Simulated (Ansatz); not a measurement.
**CH3BrClIn···HCl: density, localisation and related maps**

Input file:

```
crystal:
  periodic: [false, false, false]
  atoms:
    - { symbol: In, position_ang: [0.0, 0.0, 0.0] }
    - { symbol: Cl, position_ang: [0.0, 0.0, 2.79] }
    - { symbol: C, position_ang: [1.8879, 0.0, -1.09] }
    - { symbol: H, position_ang: [2.2175, -1.0462, -1.2602] }
    - { symbol: H, position_ang: [1.7514, 0.508, -2.0674] }
    - { symbol: H, position_ang: [2.6574, 0.5381, -0.4982] }
    - { symbol: Cl, position_ang: [-2.113, 0.0, -1.22] }
    - { symbol: Br, position_ang: [-0.3652, 2.7469, 0.9207] }
    - { symbol: H, position_ang: [-0.2047, 1.5395, 2.2852] }
basis:
  gaussian: { orbitals: def2-SVP }
hamiltonian:
  xc: lda
relax:
  f_tol: 0.15
  max_steps: 25
  restrain:
    - { distance: [0, 7], at: 2.62, k: 30.0 }
    - { distance: [8, 1], at: 1.37, k: 30.0 }
    - { distance: [0, 1], at: 3.64, k: 30.0 }
    - { distance: [8, 7], at: 2.75, k: 30.0 }
output:
  orbitals: {}
```

Launched as:

```sh
ansatz run input.yaml --threads 4 --pin off --max-ram 5120MiB --backend cpu --events-out ev --progress --plain --runs-dir out
```

The fields are those of the run's last geometry, not of the input's.

Core potentials replace the inner electrons of In; not at a stationary point (largest force 1.0 eV/Å).

Computed with Ansatz 0.2.0, RKS LDA/def2-SVP.

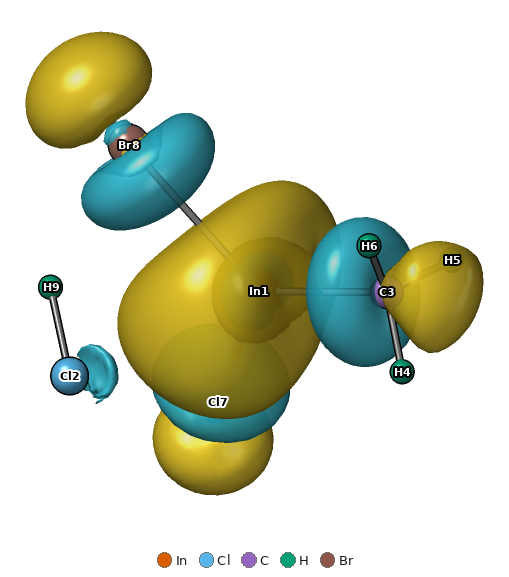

Figure 1. The LUMO at ±0.1 Å⁻³ᐟ² (yellow and cyan are the two phases), seen from one side.

**Where does this orbital lie, and at what energy?**

Its weight (Hirshfeld) is mainly on In1 (about 40 %), Br8 (about 20 %), C3 (about 15 %) and Cl7 (about 15 %). Its energy is −2.89 eV.

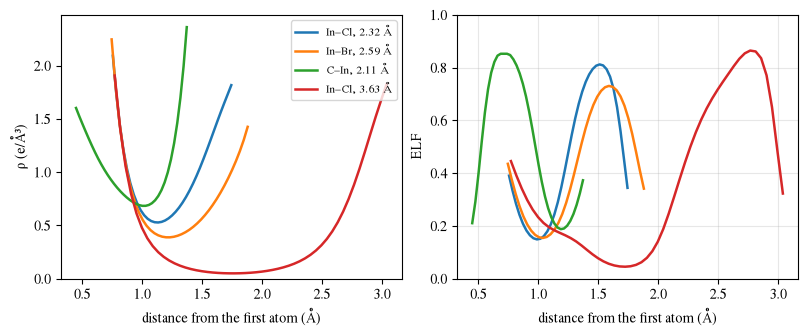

Figure 2. Electron density and electron localisation function along straight lines between neighbouring atoms. The curves leave out the atomic cores.

**Compare the contacts.**

In–Cl (2.32 Å): the density is about 0.53 e/Å³ at the midpoint; the ELF peaks at about 0.80 in the valence shell of Cl, 0.8 Å from its nucleus, and drops to about 0.15 between the two atoms.
In–Br (2.59 Å): ρ is about 0.4 e/Å³ halfway; the ELF peaks at about 0.75 in the valence shell of Br, 1.0 Å from its nucleus, and drops to about 0.15 between the two atoms.
C–In (2.11 Å): ρ is about 0.69 e/Å³ halfway; the ELF peaks at about 0.85 in the valence shell of C, 0.7 Å from its nucleus, and drops to about 0.20 between the two atoms.
In1···Cl2 (3.63 Å): the density falls to about 0.05 e/Å³ on the way; the ELF dips to about 0.05 between them.

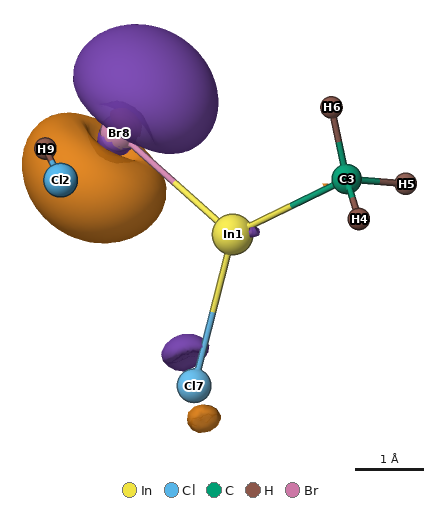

Figure 3. The HOMO at ±0.15 Å⁻³ᐟ² (orange and purple are the two phases), seen at an oblique angle.

**Where does this orbital lie, and at what energy?**

By Hirshfeld shares it lies mainly on Br8 (about 90 %); largely a lone pair of Br8. Its energy is −6.90 eV.
